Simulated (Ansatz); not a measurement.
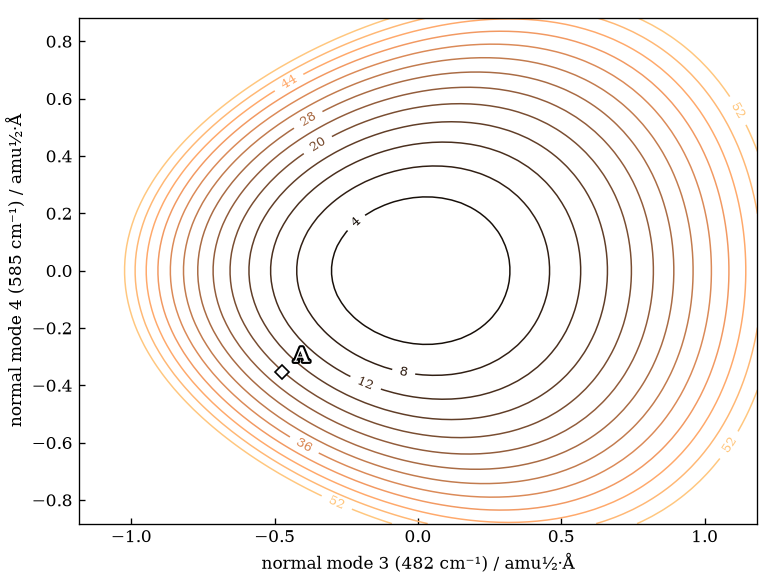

AlCl2H, SMILES [Cl][AlH][Cl]. The first coordinate is: normal mode 3 (482 cm⁻¹); the second: normal mode 4 (585 cm⁻¹). Nothing is relaxed (straight displacements along the two mass-weighted modes). The grid has 11 × 11 points; 66 points were computed and 55 follow by symmetry. Energies: kJ/mol, counted from the lowest grid point. Method: RKS PBE0-D4/def2-TZVP in Ansatz.

The picture shows contour lines labelled in kJ/mol (none above 52), the point A. Between grid points the surface is interpolated.

Q: Is A at rest? If not, where is it pushed?

A: A, at normal mode 3 (482 cm⁻¹) = −0.474 amu½·Å, normal mode 4 (585 cm⁻¹) = −0.353 amu½·Å, is not a stationary point. The computed force is 50 kJ/mol for each amu½·Å towards larger values of normal mode 3 (482 cm⁻¹) and 57 kJ/mol for each amu½·Å towards larger values of normal mode 4 (585 cm⁻¹).
